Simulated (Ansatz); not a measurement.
**ClFSi: interaction energy of a dimer with the counterpoise correction, by script**

The task is the interaction energy of a dimer with the counterpoise correction, for ClFSi.

Program: the Python package of Ansatz 0.2.0. Level of theory: MP2/def2-SVP. These are calculated values, not measurements.

## 1. Starting point

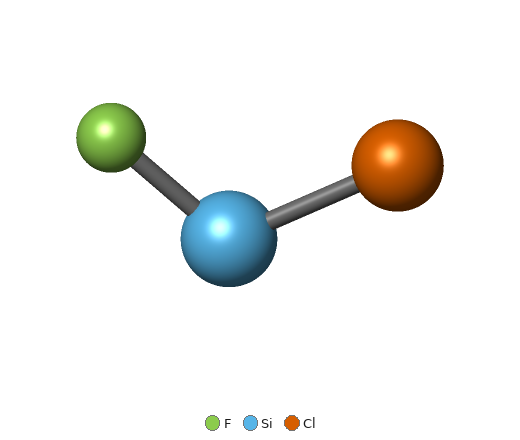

The structure that the script starts from, seen from a chosen angle (fluorine green, silicon blue, chlorine orange).

No structure file is read: the coordinates are typed or built in the script.

## 2. Script

dimer.py

```python
'''Binding of a ClFSi dimer at a trial geometry.'''

import ansatz as az

BASIS_SET = 'def2-SVP'
METHOD = 'mp2'

FIRST = [
    ('F', (0.6438, -1.3274, 0.1998)),
    ('Si', (-0.5613, -0.3012, -0.3369)),
    ('Cl', (-0.0824, 1.6286, 0.137)),
]
SECOND = [
    ('F', (-0.6248, 3.5267, -3.6772)),
    ('Si', (0.7904, 3.8889, -2.8652)),
    ('Cl', (2.3956, 3.3014, -3.9859)),
]

def energy(atoms, ghosts=()):
    molecule = az.Crystal.molecule()
    for symbol, xyz in atoms:
        molecule = molecule.atom(symbol, xyz)
    calc = (
        molecule.calculation()
        .basis(gaussian=BASIS_SET)
        .correlation(METHOD)
    )
    deck = calc.input()
    if ghosts:
        deck = deck.set(az.key.basis.gaussian.ghost_atoms, [{'symbol': s, 'position_ang': list(xyz)} for s, xyz in ghosts])
    return az.Session.from_dict(deck).plan().execute().report['free_energy_ev']

# ghost atoms carry the functions of the partner
both = energy(FIRST + SECOND)
alone = energy(FIRST) + energy(SECOND)
ghosted = energy(FIRST, SECOND) + energy(SECOND, FIRST)
print(f'dimer {both:.6f} eV')
print(f'interaction, uncorrected   {96.485332 * (both - alone):8.3f} kJ/mol')
print(f'interaction, counterpoise  {96.485332 * (both - ghosted):8.3f} kJ/mol')
print(f'basis-set superposition    {96.485332 * (alone - ghosted):8.3f} kJ/mol')
```

## 3. What the engine is handed

The engine receives this input (first run):

```yaml
crystal:
  periodic: [false, false, false]
  atoms:
    - { symbol: F, position_ang: [0.6438, -1.3274, 0.1998] }
    - { symbol: Si, position_ang: [-0.5613, -0.3012, -0.3369] }
    - { symbol: Cl, position_ang: [-0.0824, 1.6286, 0.137] }
    - { symbol: F, position_ang: [-0.6248, 3.5267, -3.6772] }
    - { symbol: Si, position_ang: [0.7904, 3.8889, -2.8652] }
    - { symbol: Cl, position_ang: [2.3956, 3.3014, -3.9859] }
basis:
  gaussian:
    orbitals: def2-SVP
correlation:
  method: mp2
```

## 4. Running it

Command:

```console
> python dimer.py
```

The log of the run:

```text
dimer -46151.387995 eV
interaction, uncorrected     -3.663 kJ/mol
interaction, counterpoise     0.311 kJ/mol
basis-set superposition       3.974 kJ/mol
```

It took 4.7 s on 1 thread of Arm Neoverse V2, shared host; peak memory 0.28 GiB.

## 5. Inputs of later runs

The engine's inputs for some of the other runs:

Run 2, against run 1:

```diff
@@ -7,3 +6,0 @@
-    - { symbol: F, position_ang: [-0.6248, 3.5267, -3.6772] }
-    - { symbol: Si, position_ang: [0.7904, 3.8889, -2.8652] }
-    - { symbol: Cl, position_ang: [2.3956, 3.3014, -3.9859] }
```

Run 3, against run 1:

```diff
@@ -4,3 +3,0 @@
-    - { symbol: F, position_ang: [0.6438, -1.3274, 0.1998] }
-    - { symbol: Si, position_ang: [-0.5613, -0.3012, -0.3369] }
-    - { symbol: Cl, position_ang: [-0.0824, 1.6286, 0.137] }
```

Run 4, against run 1:

```diff
@@ -7,3 +6,0 @@
-    - { symbol: F, position_ang: [-0.6248, 3.5267, -3.6772] }
-    - { symbol: Si, position_ang: [0.7904, 3.8889, -2.8652] }
-    - { symbol: Cl, position_ang: [2.3956, 3.3014, -3.9859] }
@@ -12,0 +10,4 @@
+    ghost_atoms:
+      - { symbol: F, position_ang: [-0.6248, 3.5267, -3.6772] }
+      - { symbol: Si, position_ang: [0.7904, 3.8889, -2.8652] }
+      - { symbol: Cl, position_ang: [2.3956, 3.3014, -3.9859] }
```

## 6. Run by run

From the records of these 5 runs:

```csv
run,system,ghost atoms,energy (eV),iterations in all,CPU time (s)
1,Cl2F2Si2,not set,-46151.3880,19,2
2,ClFSi,not set,-23075.6750,19,0.26
3,ClFSi,not set,-23075.6750,19,0.25
4,ClFSi,a list of 3,-23075.7089,18,0.83
5,ClFSi,a list of 3,-23075.6823,18,0.95
```

Totals carry meaning only in balanced differences at one level of theory.

## 7. Outcome

```
                        quantity          value
 interaction energy, uncorrected  -3.663 kJ/mol
interaction energy, counterpoise   0.311 kJ/mol
                   runs compared              5
```

**Reading.** The counterpoise correction turns the binding into repulsion: what looked like attraction was the basis set's error. Uncorrected it is -3.663 kJ/mol, with the counterpoise correction 0.311 kJ/mol; the difference, 3.97 kJ/mol, is the superposition error. The sign changes with the correction, so this basis doesn't settle it. The dimer is a generated trial pose of unrelaxed monomers, not a minimum, so the figure is no binding energy, and the basis set is small.
